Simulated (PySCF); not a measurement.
# Cl$_{2}$F$_{2}$Ti, SMILES `F[Ti](F)(Cl)Cl`: electronic structure

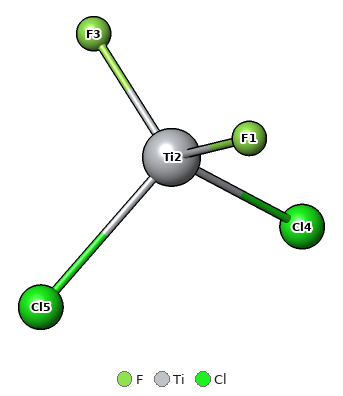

The molecule, with its atoms numbered as below. No frequency check shows the geometry to be a minimum.

Coordinates in Å:

```
F1       0.0001   -1.2364    1.4652
Ti2     -0.0000   -0.3911    0.0000
F3      -0.0001   -1.2364   -1.4652
Cl4     -1.6653    0.9076    0.0001
Cl5      1.6654    0.9076   -0.0001
```

### 1. Bonding charge

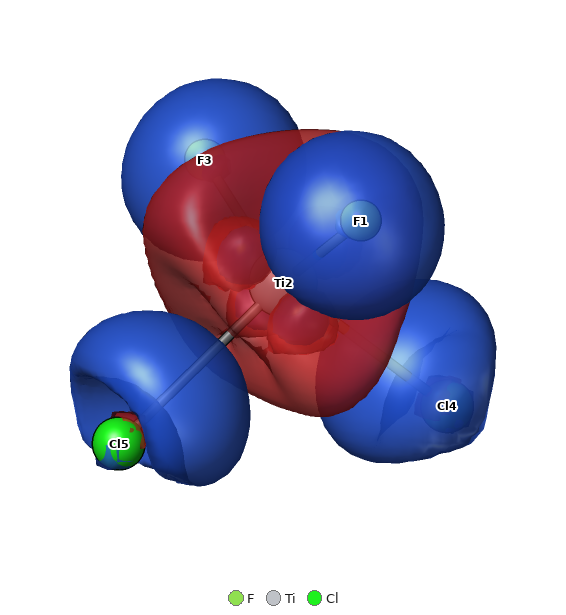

Deformation density (molecule less spherical, spin-averaged free atoms at the same positions), surfaces at ±0.04 e/Å³; blue: gain, red: loss.

Level of theory: B3LYP/def2-SVPD (PySCF), at a geometry from GFN2-xTB. This is a single-reference result, which may miss multireference character in this system.

**How much density has each bond gained at its critical point, relative to the free atoms?**

Ti2–Cl4 and Ti2–Cl5: +0.13 e/Å³ at the bond critical point (bond length 2.11 Å). F1–Ti2 and Ti2–F3: +0.09 e/Å³ at the bond critical point (bond length 1.69 Å); up to 0.6 Å beside the axis the gain reaches +0.31 e/Å³. In all, 1.2 electrons gather in the regions of gain relative to the promolecule. A small or negative value marks a very polar bond, one between electron-rich atoms, whose free-atom densities already overlap strongly, a long bond to a heavier atom, or a closed-shell contact such as a hydrogen bond.

### 2. Bond critical points

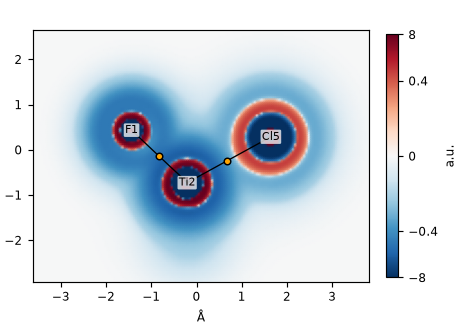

Negative Laplacian of the density (−∇²ρ) in the plane of F1, Ti2 and Cl5 (red positive, blue negative, colour scale in a.u., logarithmic beyond ±0.04), with bond paths and bond critical points (dots).

**At which bond critical points in this plane is charge locally concentrated, and at which depleted?**

At none is it concentrated. Depleted (∇²ρ > 0): F1–Ti2 (+1.17 a.u., H = −0.042); Ti2–Cl5 (+0.32 a.u., H = −0.036). A positive Laplacian with negative H is typical of metal–ligand bonds.

### 3. Local ionisation energy

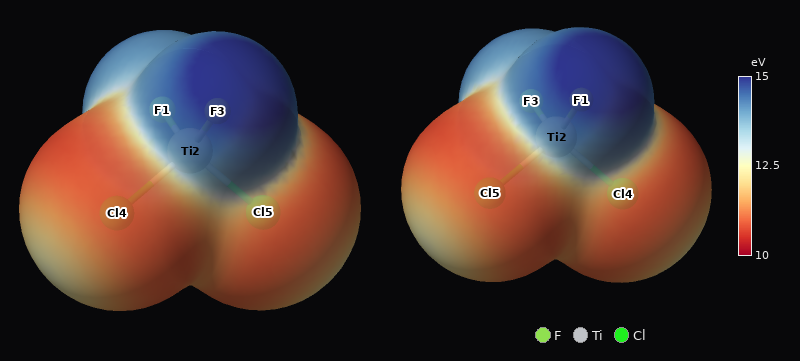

Average local ionisation energy on the surface of electron density 0.001 a.u. (back view left, front view right).

**Locate the minima of the map.**

The lowest value is 10.8 eV, 2.1 Å from Cl5, and at like points elsewhere. For comparison, the highest occupied orbital lies at −9.5 eV.

**What volume does the surface enclose, and what is the dipole moment?**

About 112 Å³; the dipole moment is 0.2 D.

### 4. In an electric field

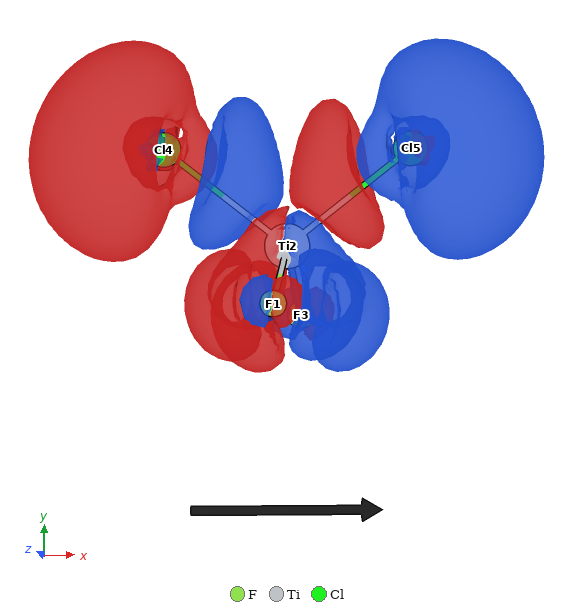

Change of the electron density in a uniform field of 0.21 V/Å along +x (arrow), surfaces at ±0.001 e/Å³ (red: gain, blue: loss).

PySCF calculation, B3LYP/def2-SVPD, gas phase; geometry: GFN2-xTB. This is a single-reference result, which may miss multireference character in this system.

**What dipole is induced, and what polarisability does it imply?**

The induced dipole is 0.75 D (along the field); α along this axis, from the fields in both directions, is 74 bohr³ (10.9 Å³).

**Which atoms gain and lose the most charge?**

Electrons gather most on Cl4 (Hirshfeld charge changes by −0.025 e) and leave Cl5 most (+0.025 e); 0.053 electrons are displaced in all.

### 5. Removing or adding an electron

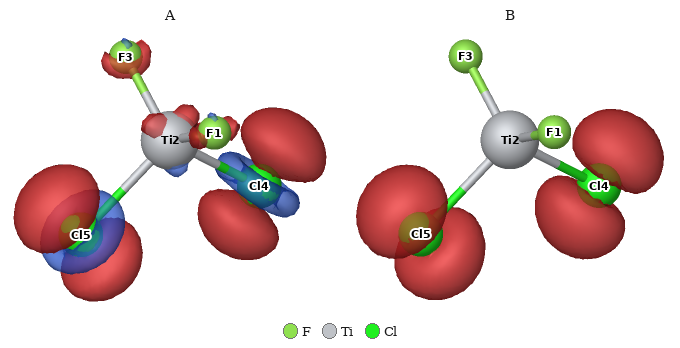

The Fukui function f⁻ from two separate SCF calculations and the density of the HOMO, at ±0.04 e/Å³ (red positive, blue negative).

**Which panel is which, and how good is the frozen-orbital picture?**

A is f⁻ (it has negative regions), B the HOMO density. The HOMO lies on Cl4 and Cl5 (46 % each) and Ti2 (6 %); f⁻ (Hirshfeld-condensed) is largest on Cl4 and Cl5 (0.37 each); the vertical ionisation energy is 11.94 eV (the stability of the cation's solution wasn't checked). Relaxation shifts 18 % of the electron between atoms. The orbital energy is −9.54 eV.

The PySCF runs shown took 17 s, 46 s and 54 s on 1 thread of Arm Neoverse V1, on a shared host.
